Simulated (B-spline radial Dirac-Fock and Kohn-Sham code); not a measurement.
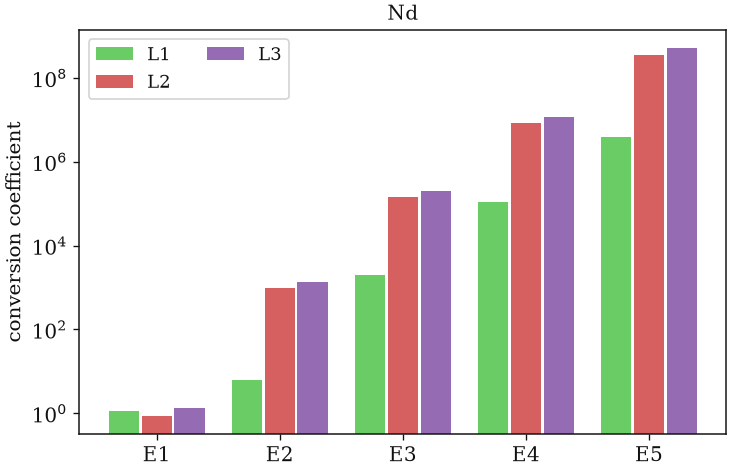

Internal conversion coefficients by shell for electric multipoles at a transition energy of 19.2 keV (K and L shells). System: neodymium (Z = 60). Computed with a radial B-spline solver: a Dirac–Hartree–Slater potential of the neutral atom, no hole, surface-current nucleus.

### How does the sum of the shells shown change with multipole order?

From 3.35 for E1 to 8.77 × 10⁸ for E5.

### What are the L1 : L2 : L3 ratios for E5?

0.00774 : 0.693 : 1.
